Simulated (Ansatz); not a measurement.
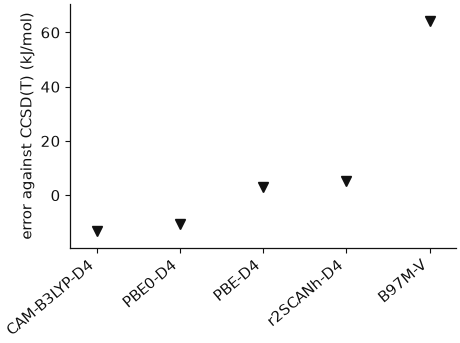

Error in the electronic atomisation energy (method less reference, so positive means overbinding) of AlSiPH₄, SMILES [AlH]1[SiH2][PH]1, singlet: functionals in def2-TZVPP against frozen-core CCSD(T) at the limit (MP2 extrapolated from triple and quadruple zeta, plus CCSD(T) less MP2 in a smaller set), which gives 1790.0 kJ/mol, at a PBE0-D4/def2-TZVP geometry (a minimum by its frequencies), no zero-point or spin-orbit term, the Ansatz code 0.2.0. The reference leaves out core correlation, a term that grows with the number of heavy atoms.

> Which of these levels overbind, and which underbind?

Overbind: B97M-V. Underbind: none clearly. Within 15 kJ/mol of zero, too close to call in view of what the reference leaves out: CAM-B3LYP-D4, PBE0-D4, PBE-D4 and r2SCANh-D4.

> Give the values.

```
       level  kJ/mol
CAM-B3LYP-D4   −13.2
     PBE0-D4   −10.8
      PBE-D4     3.0
  r2SCANh-D4     5.3
      B97M-V    64.3
```
